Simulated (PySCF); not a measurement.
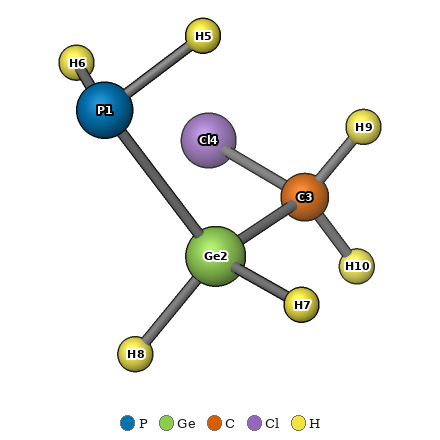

CH₆ClGeP, SMILES [PH2][GeH2][CH2]Cl, singlet. Vertical core-electron binding energies by ΔSCF (SCAN, pcX-2 on the ionised atom, pcseg-1 elsewhere, spin-free X2C; PySCF, at a PBE0-D3(BJ)/def2-SVP geometry (no frequency check)), gas phase, against the vacuum level. One atom of each kind was ionised; within a panel, areas follow the number of like atoms and 2j + 1 (2p levels are split by first-order spin-orbit coupling, an approximation), each panel is scaled alone, Gaussians of 0.6 eV full width. Only the regions named are shown.

Predict the Cl 2p and P 2p photoelectron lines.

Answer.
```csv
level,atoms,binding energy (eV)
Cl 2p1/2,Cl4,207.7
Cl 2p3/2,Cl4,206.0
P 2p1/2,P1,137.3
P 2p3/2,P1,136.4
```

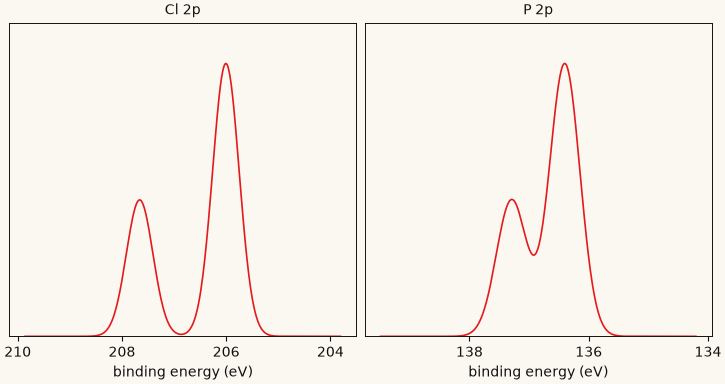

Note: one conformer of a flexible molecule.
